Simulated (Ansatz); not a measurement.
CH$_{5}$FO$_{2}$Ti: several calculations on one system

### Relaxation

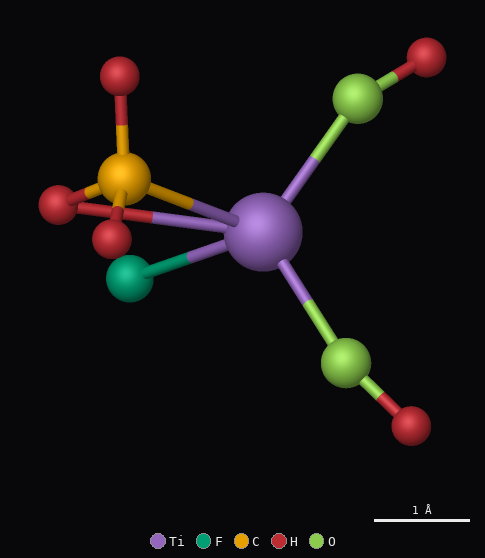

CH₅FO₂Ti, before the relaxation. The picture is a ball-and-stick view, seen at a tilt.

The run prepares an end point of a later path (reaction) calculation, from a guessed geometry.

Theory: RKS PBE/def2-SVP (Ansatz).

Input
```yaml
crystal:
  periodic: [false, false, false]
  atoms:
    - { symbol: Ti, position_ang: [-0.286624, -0.413912, -0.23265] }
    - { symbol: F, position_ang: [0.998551, -2.012914, -0.188187] }
    - { symbol: C, position_ang: [1.100816, 0.77124, 0.676073] }
    - { symbol: H, position_ang: [1.732568, -0.127094, 0.671946] }
    - { symbol: O, position_ang: [-0.613426, 0.209248, -1.846789] }
    - { symbol: O, position_ang: [-1.699467, -0.572968, 0.818023] }
    - { symbol: H, position_ang: [0.856148, 1.102616, 1.70289] }
    - { symbol: H, position_ang: [1.531869, 1.582509, 0.061171] }
    - { symbol: H, position_ang: [-1.043152, 0.390667, -2.697866] }
    - { symbol: H, position_ang: [-2.577282, -0.929494, 1.03539] }
basis:
  gaussian: { orbitals: def2-SVP }
hamiltonian:
  xc: pbe
relax:
  f_tol: 0.03
  max_steps: 50
```

Run as
```bash
ansatz run input.yaml --threads 2 --pin off --max-ram 3072MiB --backend cpu --events-out ev --progress --plain --runs-dir out
```

Where does the relaxation end?

Answer. Over 18 accepted moves (20 points after the start) the energy falls by 0.937 eV. Largest force component: 2.7 eV/Å at the start, 0.024 eV/Å at the end. The line search rejected the trial steps at points 7, 9 of the run. The forces were under the threshold at step 18, but the run went on from there. H4 moves most after the best rigid fit: 1.12 Å. Largest moves by element: H 1.12 Å, F 0.51 Å, Ti 0.18 Å, O 0.17 Å, C 0.04 Å. Among the contacts that change: Ti1–H4 2.231 → 2.667 Å, Ti1–F2 2.052 → 1.763 Å, Ti1–C3 2.038 → 2.080 Å, Ti1–O5 1.761 → 1.791 Å. Bond angles that change, for instance: Ti1–O5–H9 162.2° → 131.2°, Ti1–C3–H4 85.1° → 109.6°, F2–Ti1–C3 91.0° → 106.9°. Groups turn about Ti1–C3 by about 55°. Cost: 44 s on 2 threads of Intel(R) Xeon(R) Platinum 8375C CPU @ 2.90GHz (Ice Lake) (shared host), peak memory 0.18 GiB.

Step by step:

```
step  E − E(0), eV  largest force component, eV/Å      note
   0        0.0000                         2.7154          
   1       -0.6299                         1.4118          
   2       -0.7592                         1.7108          
   3       -0.8409                         0.9353          
   4       -0.8691                         0.3471          
   5       -0.8794                         0.2611          
   6       -0.8932                         0.0787          
   7       -0.7857                         1.4355  rejected
   8       -0.8997                         0.1061          
   9       -0.8976                         0.2988  rejected
  10       -0.9022                         0.0395          
  11       -0.9036                         0.0757          
  12       -0.9052                         0.1232          
  13       -0.9061                         0.2012          
  14       -0.9127                         0.1427          
  15       -0.9249                         0.1163          
  16       -0.9282                         0.2065          
  17       -0.9323                         0.1051          
  18       -0.9356                         0.0189          
  19       -0.9360                         0.1309          
  20       -0.9371                         0.0238
```

Final geometry:

```xyz
10

Ti   -0.1921   -0.5285   -0.3396
F     0.6354   -2.0734   -0.5349
C     1.1115    0.7291    0.6820
H     1.3834    0.2715    1.6581
O    -0.4914    0.2610   -1.9195
O    -1.6630   -0.6325    0.6641
H     0.6335    1.7153    0.8646
H     2.0313    0.8769    0.0758
H    -1.2810    0.7050   -2.2747
H    -2.1676   -1.3246    1.1239
```

After the run, drawn alike:

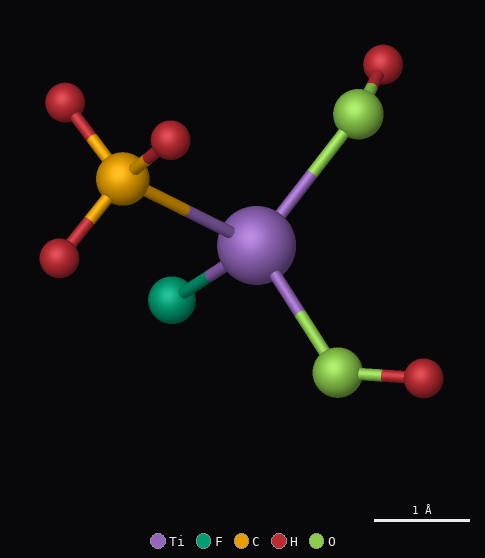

### Relaxation

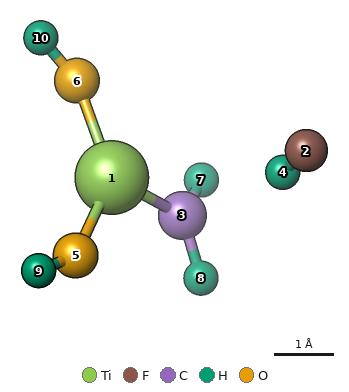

This is the input geometry for a relaxation of CH5FO2Ti. The picture is a ball-and-stick view, seen at a tilt.

The run prepares an end point of a later path (reaction) calculation, from a guessed geometry.

The calculation used RKS PBE/def2-SVP (Ansatz 0.2.0).

Input file:
```yaml
crystal:
  periodic: [false, false, false]
  atoms:
    - { symbol: Ti, position_ang: [-0.649629, 0.098163, -0.240294] }
    - { symbol: F, position_ang: [2.043279, -2.026314, 0.20171] }
    - { symbol: C, position_ang: [0.792105, 0.939978, 0.616171] }
    - { symbol: H, position_ang: [1.896304, -1.139681, 0.421771] }
    - { symbol: O, position_ang: [-0.686129, 0.471895, -1.997983] }
    - { symbol: O, position_ang: [-1.877526, -0.469156, 0.941048] }
    - { symbol: H, position_ang: [0.87373, 1.020538, 1.720942] }
    - { symbol: H, position_ang: [1.546637, 1.548496, 0.073883] }
    - { symbol: H, position_ang: [-1.179993, 0.402655, -2.830854] }
    - { symbol: H, position_ang: [-2.758778, -0.846675, 1.093606] }
basis:
  gaussian: { orbitals: def2-SVP }
hamiltonian:
  xc: pbe
relax:
  f_tol: 0.03
  max_steps: 50
```

Command:
```bash
ansatz run input.yaml --threads 2 --pin off --max-ram 3072MiB --backend cpu --events-out ev --progress --plain --runs-dir out
```

Predict the outcome.

Answer. The largest moves after the best rigid fit, 1.72 Å, are those of F2 and H4. Largest moves by element: H 1.72 Å, F 1.70 Å, Ti 0.78 Å, O 0.71 Å, C 0.42 Å. Near-neighbour distances that change, for instance: F2–H4 0.925 → 3.277 Å, Ti1–F2 3.458 → 1.763 Å, C3–H4 2.363 → 1.111 Å, Ti1–H4 2.907 → 2.660 Å. New bonds form, among them: C3–H4 (2.36 → 1.11 Å), Ti1–F2 (3.46 → 1.76 Å). Bonds break, among them: F2–H4 (0.93 → 3.28 Å). Bond angles that change, for instance: O5–Ti1–O6 134.0° → 112.6°, Ti1–O5–H9 146.6° → 130.9°, Ti1–C3–H7 122.9° → 109.7°. The energy falls by 91.1 kcal/mol in 25 accepted moves (27 points after the start). Largest force component: 1.5 eV/Å at the start, 0.022 eV/Å at the end. The line search rejected the trial steps at points 19, 22 of the run. The forces were under the threshold at step 23, but the run went on from there. Cost: 59 s on 2 threads of Intel(R) Xeon(R) Platinum 8375C CPU @ 2.90GHz (Ice Lake), on a shared host, peak memory 0.18 GiB.

History of the run:

```csv
step,"E − E(0), kcal/mol","largest force component, eV/Å",note
0,0.00,1.4793,
1,-4.40,0.7723,
2,-10.05,1.0514,
3,-16.16,1.1926,
4,-21.61,1.5590,
5,-27.25,1.4166,
6,-38.97,2.6180,
7,-58.41,1.9680,
8,-68.72,3.8471,
9,-79.40,1.4368,
10,-85.01,0.8858,
11,-87.52,1.0077,
12,-88.93,0.4914,
13,-89.05,1.1746,
14,-89.37,0.5319,
15,-89.41,0.1745,
16,-90.13,0.2106,
17,-90.34,0.2998,
18,-90.57,0.2571,
19,-89.94,0.8951,rejected
20,-90.70,0.2348,
21,-90.85,0.1071,
22,-90.84,0.4079,rejected
23,-90.96,0.0284,
24,-91.03,0.0860,
25,-91.06,0.2270,
26,-91.12,0.0467,
27,-91.14,0.0224,
```

The structure at the end:

```xyz
10

Ti   -0.2468   -0.5700   -0.2388
F     0.3622   -2.2083   -0.0054
C     1.1503    0.7124    0.6163
H     2.1400    0.5408    0.1423
O    -0.3067   -0.1290   -1.9744
O    -1.7847   -0.2439    0.6042
H     1.2239    0.5131    1.7065
H     0.8505    1.7697    0.4592
H    -0.9857    0.3409   -2.4888
H    -2.4029   -0.7259    1.1788
```

The end point in the same view:

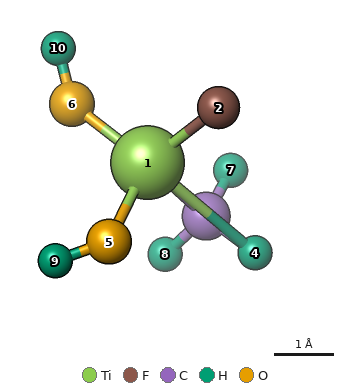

Limits of the set-up: the start holds two separate molecules, 2.4 Å apart at their closest, whose relative position is a soft coordinate and is computed without a dispersion correction.

### Path

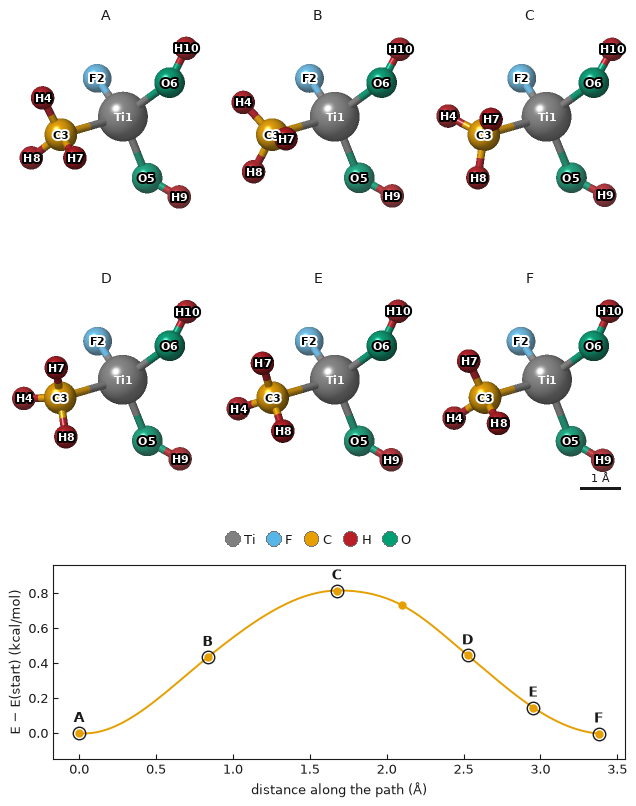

NEB run on CH$_{5}$FO$_{2}$Ti. Images are numbered from 0 (start) to 6 (end). Frames A to F are images 0, 1, 2, 4, 5, 6. Style: ball-and-stick. Shown at a tilt.

Method: RKS PBE/def2-SVP in Ansatz 0.2.0. Set-up: 5 movable images; climbing image; force threshold 0.05 eV/Å; iteration limit 60; starting path through a guess of the saddle point.

> What happens along the path, and what is the barrier?

The barrier is about 0.82 kcal/mol in both directions, with image 2 at the top; the ends have the same energy. No bond forms or breaks between the ends. The band is converged. At the top, the vibrational analysis gives one imaginary mode (112i cm⁻¹), as a transition state must have.

The run took 5.2 min on 2 threads of Intel(R) Xeon(R) Platinum 8375C CPU @ 2.90GHz (Ice Lake), with other jobs on the host, peak memory 0.18 GiB.
